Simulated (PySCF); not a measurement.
## A study: C3H5FN2, SMILES `F.c1c[nH]cn1`

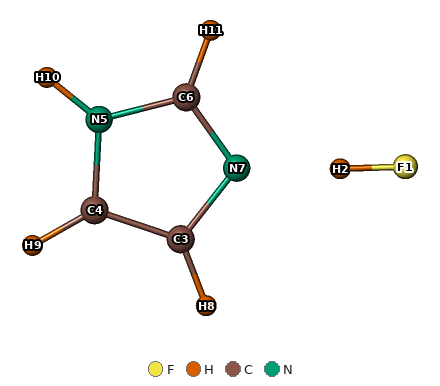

The molecule, with its atoms numbered as below. The pair's geometry is semi-empirical, so its contact may be too short or too long.

Geometry (Å), atoms numbered from 1:

```
F1      -2.9465   -0.0119    0.0000
H2      -1.9690    0.0287    0.0000
C3       0.4101    1.1097    0.0000
C4       1.7058    0.6852    0.0000
N5       1.6507   -0.6800    0.0000
C6       0.3470   -1.0247    0.0000
N7      -0.4180    0.0329    0.0000
H8       0.0179    2.1056    0.0000
H9       2.6304    1.2230    0.0000
H10      2.4398   -1.3053    0.0000
H11     -0.0071   -2.0355    0.0000
```

### 1. Bonding charge

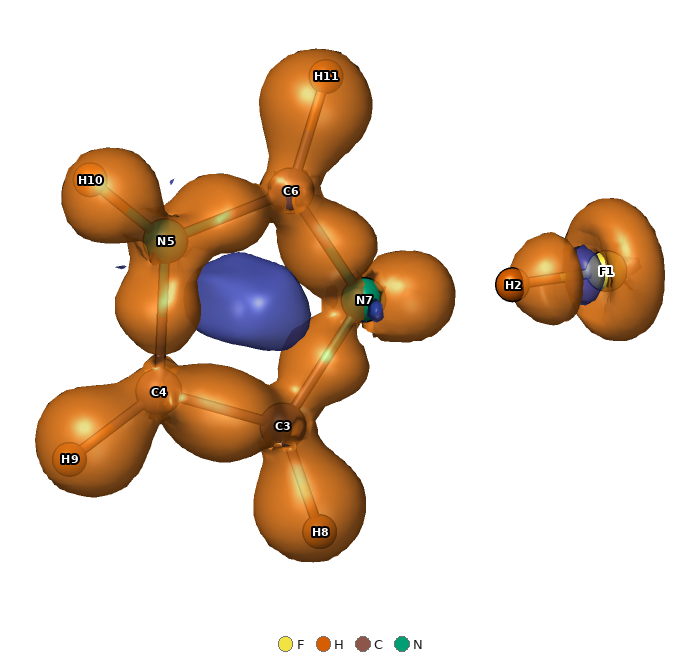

Deformation density (molecule less spherical, spin-averaged free atoms at the same positions), surfaces at ±0.13 e/Å³; orange: gain, blue: loss.

PySCF calculation, r2SCAN/def2-SVPD, gas phase; geometry: GFN2-xTB.

Question: How much density has each bond gained at its critical point, relative to the free atoms?

Answer: The five largest and four smallest: N5–H10: +0.82 e/Å³ at the bond critical point (bond length 1.01 Å). C6–H11: +0.77 e/Å³ at the bond critical point (bond length 1.07 Å). C3–H8: +0.75 e/Å³ at the bond critical point (bond length 1.07 Å). C4–H9: +0.73 e/Å³ at the bond critical point (bond length 1.07 Å). C3–C4: +0.66 e/Å³ at the bond critical point (bond length 1.36 Å). C3–N7: +0.41 e/Å³ at the bond critical point (bond length 1.36 Å). N5–C6: +0.34 e/Å³ at the bond critical point (bond length 1.35 Å). C4–N5: +0.27 e/Å³ at the bond critical point (bond length 1.37 Å). H2–N7: −0.03 e/Å³ at the bond critical point (bond length 1.55 Å). In all, 2.3 electrons gather in the regions of gain relative to the promolecule. A small or negative value marks a very polar bond, one between electron-rich atoms, whose free-atom densities already overlap strongly, a long bond to a heavier atom, or a closed-shell contact such as a hydrogen bond.

### 2. Bond critical points

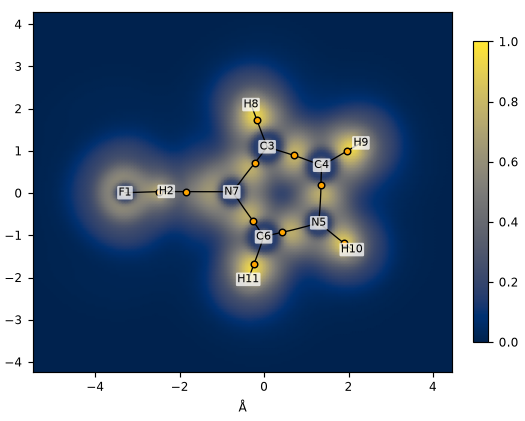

Localised orbital locator (LOL) in the molecular plane, with bond paths and bond critical points (dots).

Question: Rank the bonds in the plane by LOL at their critical points.

Answer: C6–H11: about 0.91; N5–H10: about 0.91; C3–H8: about 0.91; C4–H9: about 0.90; C3–C4: about 0.78; F1–H2: about 0.78; C3–N7: about 0.60; C6–N7: about 0.59; N5–C6: about 0.54; C4–N5: about 0.52; H2–N7: about 0.41. Values above 0.5 mark slow, localised electrons, as in shared pairs; low values at a critical point mark a polar or closed-shell contact whose critical point lies between the shells.

Question: Where along F1–H2 does the critical point lie?

Answer: 0.81 Å from F1 and 0.16 Å from H2.

### 3. Local ionisation energy

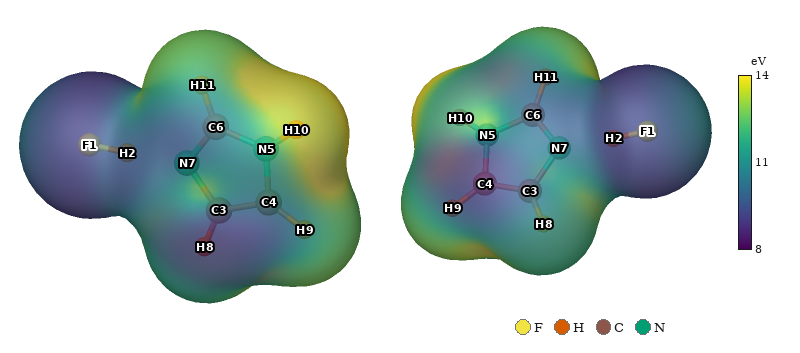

Average local ionisation energy on the surface of electron density 0.001 a.u. (back view left, front view right).

Question: Where are the most loosely bound electrons on this surface?

Answer: The lowest value is 8.4 eV, off the C3–C4 bond (2.1 to 2.2 Å from its atoms), and at like points elsewhere. Further minima include 9.0 eV, 1.7 Å from F1; 9.0 eV, off the molecular plane, over F1 (1.8 Å), and at like points elsewhere. For comparison, the highest occupied orbital lies at −6.7 eV.

Question: What volume does the surface enclose, and what is the dipole moment?

Answer: About 108 Å³; the dipole moment is 7.6 D.

The PySCF run shown took 24 s on 1 thread of Intel(R) Xeon(R) 6975P-C (Granite Rapids), with other jobs on the host.
